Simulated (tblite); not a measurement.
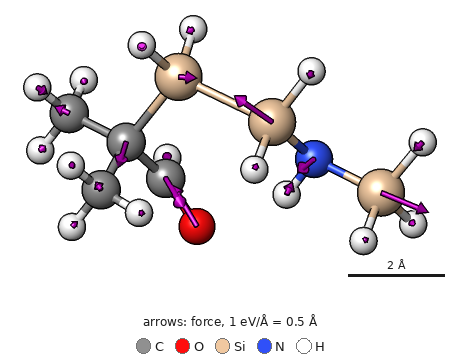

Starting geometry of C4H15NOSi3 with the computed forces as purple arrows. The picture is a ball-and-stick view, seen at a tilt.

All numbers below come from GFN2-xTB geometry optimisation, gas phase in tblite 0.8.0. 

Q: What follows when this structure is relaxed?

A: It isn't relaxed: the largest force vector, on a C atom, is 2.56 eV/Å. The final displacements have little in common with the starting forces (cosine between the two patterns 0.17). The atom that moves furthest after the best rigid fit is an H atom (0.62 Å). Largest moves by element: H 0.62 Å, N 0.53 Å, Si 0.32 Å, O 0.26 Å, C 0.10 Å. Among the contacts that change: Si–Si 2.794 → 3.138 Å, C–C 1.527 → 1.469 Å, N–Si 1.694 → 1.734 Å, H–Si 1.493 → 1.462 Å. Bond angles that change, for instance: Si–N–Si 111.2° → 130.2°, C–Si–H 108.8° → 101.2°, Si–Si–H 110.6° → 118.2°. Over 88 geometry steps the energy falls by 59.5 kJ/mol.
